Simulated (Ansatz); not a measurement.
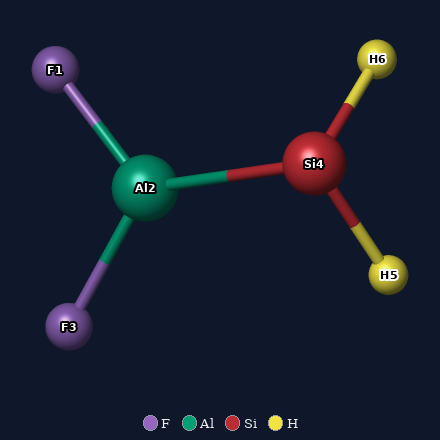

The system is AlF2H2Si, SMILES [F][Al]([F])[SiH2-], charge −1; the picture shows the reference structure. Coordinates scanned: (1) angle F1–Al2–Si4; (2) dihedral F1–Al2–Si4–H5. Nothing is relaxed (all other coordinates rigid). The scan uses a 15 × 15 grid. Points are written as (first, second). Energies: eV, counted from the lowest grid point. These are results of RKS PBE0-D4/def2-SVPD (Ansatz), not measurements.

Its coordinates:

```yaml
atoms:
  - { symbol: F, position_ang: [1.4948, -0.2169, 1.8456] }
  - { symbol: Al, position_ang: [0.6365, -0.5312, 0.3897] }
  - { symbol: F, position_ang: [0.9594, -2.1831, 0.0404] }
  - { symbol: Si, position_ang: [-0.4160, 1.0784, -1.0512] }
  - { symbol: H, position_ang: [-1.5621, 0.1013, -1.3697] }
  - { symbol: H, position_ang: [-1.1126, 1.7516, 0.1452] }
```

Range: angle F1–Al2–Si4 from 102.2 to 152.2°; dihedral F1–Al2–Si4–H5 from −180 to 156°.

What will the energy surface look like?

Answer. The lowest grid point is at (127.2°, −156°). There is a further well near (127.2°, 36°) (0.07 eV above the lowest at that grid point). The highest grid point, (152.2°, 108°), lies 0.82 eV above the lowest. On the interpolated surface the easiest way out of the lowest well to the well at (127.2°, 36°) passes a barrier of about 0.17 eV, counted from the interpolated bottom of the well. Round the minimum the two coordinates are weakly coupled (coupling −0.09 in units of the two stiffnesses).

| dihedral F1–Al2–Si4–H5 ↓, angle F1–Al2–Si4 → | 102.2 | 105.7 | 109.3 | 112.9 | 116.4 | 120.0 | 123.6 | 127.2 | 130.7 | 134.3 | 137.9 | 141.4 | 145.0 | 148.6 | 152.2 |
| --- | --- | --- | --- | --- | --- | --- | --- | --- | --- | --- | --- | --- | --- | --- | --- |
| 156 | 0.58 | 0.46 | 0.36 | 0.27 | 0.20 | 0.15 | 0.12 | 0.11 | 0.12 | 0.15 | 0.21 | 0.29 | 0.41 | 0.57 | 0.77 |
| 132 | 0.64 | 0.52 | 0.41 | 0.32 | 0.26 | 0.20 | 0.17 | 0.16 | 0.17 | 0.20 | 0.25 | 0.34 | 0.45 | 0.61 | 0.81 |
| 108 | 0.63 | 0.51 | 0.41 | 0.32 | 0.25 | 0.20 | 0.17 | 0.16 | 0.17 | 0.20 | 0.26 | 0.34 | 0.46 | 0.61 | 0.82 |
| 84 | 0.57 | 0.46 | 0.36 | 0.28 | 0.21 | 0.17 | 0.14 | 0.13 | 0.14 | 0.17 | 0.23 | 0.31 | 0.43 | 0.58 | 0.79 |
| 60 | 0.52 | 0.41 | 0.32 | 0.24 | 0.17 | 0.13 | 0.10 | 0.09 | 0.10 | 0.13 | 0.19 | 0.27 | 0.38 | 0.54 | 0.74 |
| 36 | 0.53 | 0.42 | 0.32 | 0.23 | 0.17 | 0.12 | 0.08 | 0.07 | 0.08 | 0.11 | 0.16 | 0.24 | 0.35 | 0.50 | 0.70 |
| 12 | 0.60 | 0.47 | 0.36 | 0.27 | 0.20 | 0.14 | 0.11 | 0.09 | 0.09 | 0.11 | 0.16 | 0.23 | 0.34 | 0.48 | 0.68 |
| −12 | 0.67 | 0.54 | 0.43 | 0.33 | 0.26 | 0.19 | 0.15 | 0.13 | 0.12 | 0.14 | 0.18 | 0.25 | 0.36 | 0.50 | 0.69 |
| −36 | 0.71 | 0.58 | 0.47 | 0.37 | 0.29 | 0.23 | 0.19 | 0.16 | 0.15 | 0.17 | 0.21 | 0.28 | 0.38 | 0.52 | 0.71 |
| −60 | 0.69 | 0.57 | 0.46 | 0.37 | 0.29 | 0.23 | 0.18 | 0.16 | 0.15 | 0.17 | 0.21 | 0.28 | 0.38 | 0.52 | 0.71 |
| −84 | 0.63 | 0.51 | 0.40 | 0.31 | 0.23 | 0.18 | 0.14 | 0.11 | 0.11 | 0.13 | 0.18 | 0.25 | 0.35 | 0.49 | 0.69 |
| −108 | 0.53 | 0.41 | 0.31 | 0.22 | 0.15 | 0.10 | 0.06 | 0.05 | 0.05 | 0.08 | 0.13 | 0.20 | 0.31 | 0.46 | 0.65 |
| −132 | 0.45 | 0.33 | 0.24 | 0.15 | 0.09 | 0.04 | 0.01 | 0.00 | 0.01 | 0.04 | 0.09 | 0.17 | 0.29 | 0.44 | 0.64 |
| −156 | 0.43 | 0.32 | 0.22 | 0.14 | 0.08 | 0.04 | 0.01 | 0.00 | 0.01 | 0.04 | 0.10 | 0.18 | 0.30 | 0.45 | 0.66 |
| −180 | 0.48 | 0.37 | 0.27 | 0.19 | 0.13 | 0.08 | 0.06 | 0.05 | 0.06 | 0.09 | 0.15 | 0.23 | 0.35 | 0.50 | 0.71 |

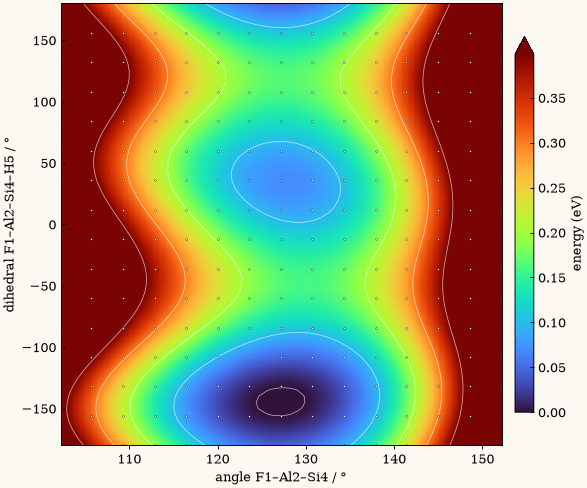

The picture shows a smooth colour map with a few white contour lines, dots at the grid points, one colour for all values above the top of the scale. Between grid points the surface is interpolated.

Time for the 225 points that were run: 4.8 min on 1 thread of AMD EPYC 9R45 96-Core Processor (Zen 5), on a shared host.
